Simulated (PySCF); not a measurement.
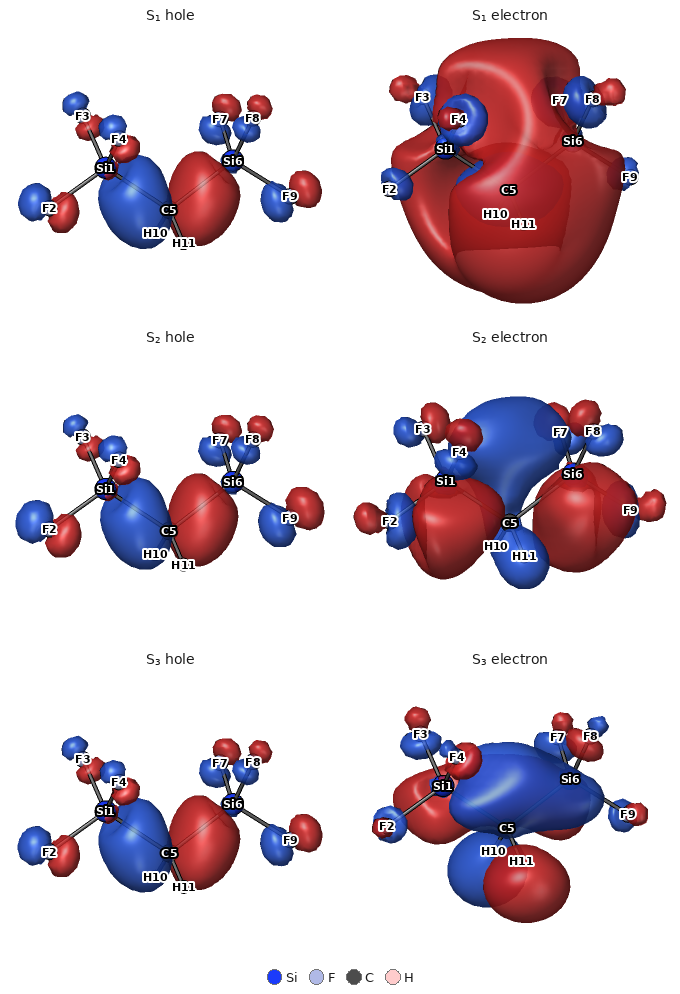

Figure 1: (F3Si)2CH2 (CH$_{2}$F$_{6}$Si$_{2}$). Leading natural transition orbitals (TDA singlet states).

PySCF calculation, LC-wPBE/def2-SVP, gas phase; geometry: GFN2-xTB. No frequency check shows the geometry to be a minimum. Without diffuse functions Rydberg states are missing, so the states' numbers hold for this basis only.

Q: Describe these excited states.

A: By state:
- S₁: 10.75 eV (115 nm), f = 0.115 (bright); the leading pair carries 98 %; hole on C5 (41 %), Si1 and Si6 (14 % each) and F2 and F9 (6 % each), electron on Si1 and Si6 (20 % each), C5 (18 %) and H10 and H11 (12 % each); their centroids lie 0.2 Å apart.
- S₂: 11.02 eV (112 nm), f = 0.283 (bright); the leading pair carries 88 %; hole on C5 (35 %), Si1 and Si6 (12 % each) and F2 and F9 (10 % each), electron on Si6 (27 %), Si1 (26 %) and C5 (12 %); their centroids lie 0.1 Å apart.
- S₃: 11.15 eV (111 nm), f = 0.025; the leading pair carries 93 %; hole on C5 (39 %), Si1 and Si6 (13 % each) and F2 and F9 (7 % each), electron on Si1 and Si6 (20 % each), C5 (18 %) and H10 (13 %); their centroids lie 0.1 Å apart.
